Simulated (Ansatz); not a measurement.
## Electronic structure of FH₅OW···H₂ in real space

Input

```
crystal:
  periodic: [false, false, false]
  atoms:
    - { symbol: W, position_ang: [0.109919, -0.013122, 0.114975] }
    - { symbol: F, position_ang: [-0.392934, 0.359484, 1.87858] }
    - { symbol: O, position_ang: [1.908222, -0.547946, 0.021592] }
    - { symbol: H, position_ang: [2.338102, -1.329607, -0.287891] }
    - { symbol: H, position_ang: [0.068812, 1.455617, -0.709652] }
    - { symbol: H, position_ang: [-1.304156, -0.874963, 0.232295] }
    - { symbol: H, position_ang: [-0.022566, -1.404402, -0.772296] }
    - { symbol: H, position_ang: [-0.846459, 0.076881, -1.248994] }
    - { symbol: H, position_ang: [1.733268, 1.964605, 1.531243] }
    - { symbol: H, position_ang: [1.209293, 1.762152, 1.967648] }
basis:
  gaussian: { orbitals: def2-SVP }
hamiltonian:
  xc: hf
relax:
  f_tol: 0.03
  max_steps: 50
output:
  orbitals: {}
```

Command:

```sh
ansatz run input.yaml --threads 1 --pin off --max-ram 2048MiB --backend cpu --events-out ev --progress --plain --runs-dir out
```

The fields are those of the run's last geometry, not of the input's.

Core potentials replace the inner electrons of W.

The calculation used RHF/def2-SVP in Ansatz.

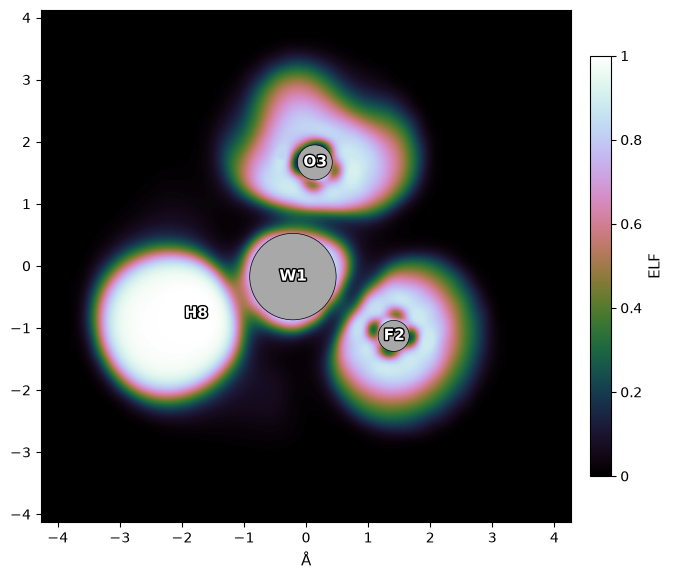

Figure 1. ELF on the plane of atoms F2, W1 and O3. Grey discs cover the atomic cores.

### Interpret the plot.

- Atoms in the plane: W, F, O and H.
- W–O (1.87 Å): the ELF peaks at about 0.85 in the valence shell of O, 0.6 Å from its nucleus, and drops to about 0.25 between the two atoms.
- W–F (1.88 Å): the ELF peaks at about 0.85 in the valence shell of F, 0.6 Å from its nucleus, and drops to about 0.20 between the two atoms.
- W–H (1.67 Å): the ELF climbs to about 1 towards the hydrogen.

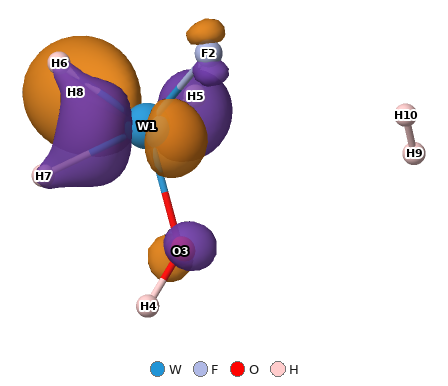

Figure 2. The HOMO−1 at ±0.2 Å⁻³ᐟ² (orange and purple are the two phases), seen across its widest extent.

### What is the character of this orbital?

It lies mainly on W1 (about 50 %), H8 (about 25 %), H5 (about 5 %) and O3 (about 5 %). Its energy is −12.22 eV.

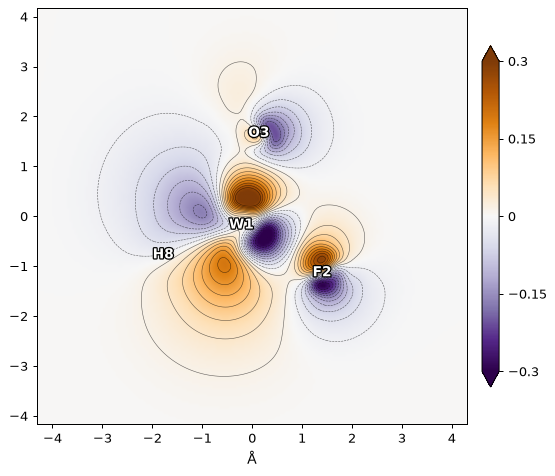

Figure 3. The HOMO on the plane of atoms F2, W1 and O3 (values in Å⁻³ᐟ²; the overall sign is arbitrary).

### Where does this orbital lie, and at what energy?

By Hirshfeld shares it lies mainly on W1 (about 40 %), H6 (about 20 %), H7 (about 20 %), O3 (about 10 %) and F2 (about 5 %). Its energy is −11.74 eV.
